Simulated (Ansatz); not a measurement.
Fields on a plane of TiAl3 (D022 type, space group I4/mmm)

```xyz
4
Lattice="-1.9229 1.9229 4.3100 1.9229 -1.9229 4.3100 1.9229 1.9229 -4.3100" Properties=species:S:1:pos:R:3 pbc="T T T"
Al     0.0000     0.0000     4.3100
Al     0.0000     1.9229     2.1550
Al     1.9229     0.0000     2.1550
Ti     0.0000     0.0000     0.0000
```

The slice is a (1 0 -1) plane (indices of the conventional cell) through the point (0.500, 0.500, 0.000) (fractional), spanned by u = [101] and v = [121] in vectors of this cell: u (3.85 Å) and v (9.44 Å, at 90° to u). It covers one period; positions are fractions (u, v).

Atoms on it: Al at (0.00, 0.00); Al at (0.50, 0.50). Other atoms lie within 1 Å of the plane.

These are PBE (plane waves to 420 eV, PAW, scalar-relativistic; Ansatz, a quantum-chemistry and plane-wave program) values and carry that method's errors. k mesh 17×17×17. Near the nuclei the fields are pseudised (PAW); where an atom keeps semicore shells as valence, they peak there. TiAl3 is run without spin polarisation. TiAl3 was relaxed with its symmetry unable to fall.

```
|2277998866889977|
|8888998888889988|
|7777889999998877|
|7788999999999988|
|9999999999999999|
|9999998877889999|
|9999887777778899|
|8888998888889988|
|6688997722779988|
|6677993300339977|
|6688997722779988|
|8888998888889988|
|9999887777778899|
|9999998877889999|
|9999999999999999|
|7788999999999988|
|7777889999998877|
|8888998888889988|
|2277998866889977|
|0033997766779933|
```
Scale: ten equal steps from -1.18 (start of '0') to -0.63 (end of '9'), in the order '0123456789'. Values: log₁₀ of the valence density in e/Å³. The map has 8 points along u (two characters each, u = 0 at the left) and 20 along v (v = 0 in the bottom row). The scale is logarithmic, as a density can span decades between atoms and voids.

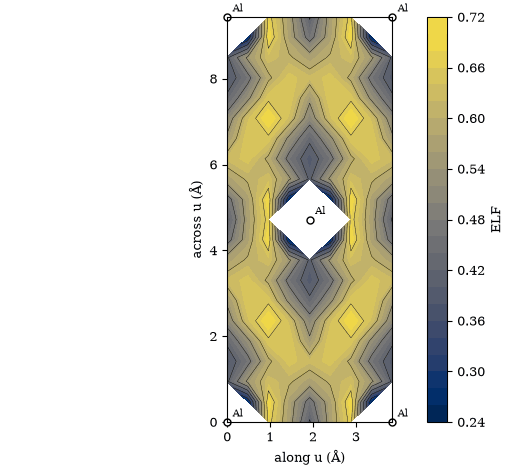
*Electron localisation function (ELF), one period of the plane, atoms marked. Points within 0.5 Å of a nucleus are left white, as the pseudised field means little there.*
